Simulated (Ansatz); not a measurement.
## Mending a single-point calculation on WHCl₂OF₃

System: WHCl₂OF₃, SMILES [OH][W]([F])([F])([F])([Cl])[Cl].
Method of the first run: RHF/def2-TZVPP (Ansatz 0.2.0).

The geometry comes from this level: PBE0-D4/def2-TZVP. Text and figures count atoms from 1; the logs count them from 0 in places.

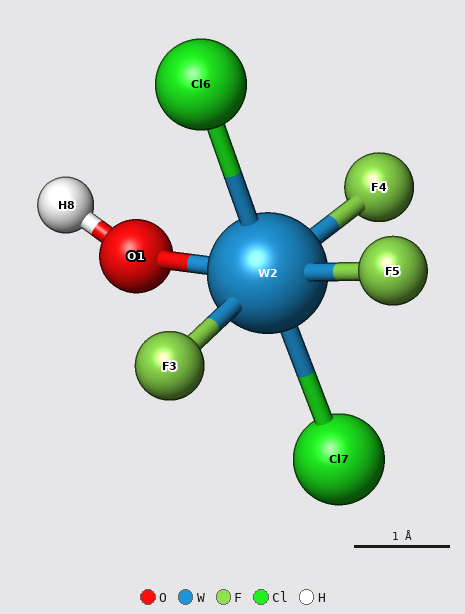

**Figure 1.** The input geometry (ball-and-stick view, seen at a tilt; atoms are numbered from 1 in the order of the input). Sticks mark near contacts. Bond lengths as drawn: Cl–W 2.28 to 2.31 Å, F–W 1.85 Å, H–O 0.96 Å and O–W 1.83 Å.

### Input, the first run
```yaml
crystal:
  periodic: [false, false, false]
  atoms:
    - {symbol: O, position_ang: [-0.604441, -1.400188, 0.189277]}
    - {symbol: W, position_ang: [0.213723, 0.219553, -0.060160]}
    - {symbol: F, position_ang: [0.737178, 0.320880, 1.708818]}
    - {symbol: F, position_ang: [-0.180679, 0.234058, -1.865088]}
    - {symbol: F, position_ang: [0.827422, 1.949281, -0.259867]}
    - {symbol: Cl, position_ang: [-1.817862, 1.205058, 0.437711]}
    - {symbol: Cl, position_ang: [2.247007, -0.680205, -0.560443]}
    - {symbol: H, position_ang: [-1.422367, -1.848446, 0.409751]}
basis:
  gaussian: {orbitals: def2-TZVPP}
hamiltonian: {xc: {name: HF}}
correlation: {active_space: {window: {electrons: 40, orbitals: 30}}}
output: {forces: true}
```

Command:
```bash
ansatz run in.yaml --threads 4 --pin off --events-out ev --progress --plain --max-ram 11315MiB
```

Hardware: 4 threads of Arm Neoverse V1, 23 GiB of memory available, shared host.

### Output (the first run)
```
Functional definition: HF
  exchange = exact_x
  correlation = 0
1796 factors; integrals over basis functions are off by at most 1.1e-3 eV
mean field evaluation 1: about -36984.1224 eV, gradient 7.9e1 eV
mean field evaluation 2: about -36984.4684 eV, gradient 8.0e1 eV
mean field evaluation 4: about -36995.4112 eV, gradient 6.7e0 eV
mean field evaluation 8: about -36995.5625 eV, gradient 1.1e0 eV
mean field evaluation 16: about -36995.5670 eV, gradient 1.6e-6 eV
mean field -36995.56696631 eV, -1359.5620095158 hartree, gradient 1.6e-6 eV, S^2 0.000000; 1 other end points of the search recorded, 0 dependent functions left out
reference -36995.56696631 eV, -1359.5620095158 hartree; 42, 42 occupied and 236, 236 virtual orbitals, 1796 factors
Error: with its determinants' occupation strings and the model space of its search, the run needs 173.49 GiB of memory, and 11.04 GiB are given
refused for memory
```

Question: What should be changed in this input?

Answer: This input holds a deliberate fault: the active space doesn't fit the electrons and spin. The program refused the input: “with its determinants' occupation strings and the model space of its search, the run needs 173.49 GiB of memory, and 11.04 GiB are given refused for memory”

A run of the same system that converges differs from this input as follows (lines with − go, lines with + come):
```diff
-hamiltonian: {xc: {name: HF}}
-correlation: {active_space: {window: {electrons: 40, orbitals: 30}}}
-output: {forces: true}
+hamiltonian: {xc: {name: B2PLYP}}
```

### Output (the second run)
```
Functional definition: B2PLYP
  parameter a = 0.53
  parameter c = 0.27
  exchange = (1 - a)*b88_x + a*exact_x
  correlation = (1 - c)*lyp_c + c*(mp2_os + mp2_ss)
1796 factors; integrals over basis functions are off by at most 1.1e-3 eV
mean field evaluation 1: about -37052.4056 eV, gradient 8.7e1 eV
mean field evaluation 2: about -37052.6019 eV, gradient 8.7e1 eV
mean field evaluation 4: about -37064.5360 eV, gradient 2.2e1 eV
mean field evaluation 8: about -37065.3141 eV, gradient 8.4e-1 eV
mean field evaluation 16: about -37065.3462 eV, gradient 1.2e-3 eV
mean field -37065.34615268 eV, -1362.1263473171 hartree, gradient 3.6e-6 eV, S^2 0.000000; 0 other end points of the search recorded, 0 dependent functions left out
14 core orbitals not correlated: weight in the atoms' cores, before any rotation towards them, 1.000 or more for the frozen orbitals, at most 0.000 for the correlated occupied ones
reference -37065.34632663 eV, -1362.1263537095 hartree; 28, 28 occupied and 236, 236 virtual orbitals, 1796 factors
second order -62.85522481 eV of doubles, -0.00000000 eV of singles
Total energy: -37082.31723733 eV, -1362.7500231744 hartree
```

### The two runs side by side

| quantity | the first run | the second run |
| --- | --- | --- |
| outcome | refused | converged |
| total energy (hartree) | – | −1362.750023 |
| basis functions | – | 278 |
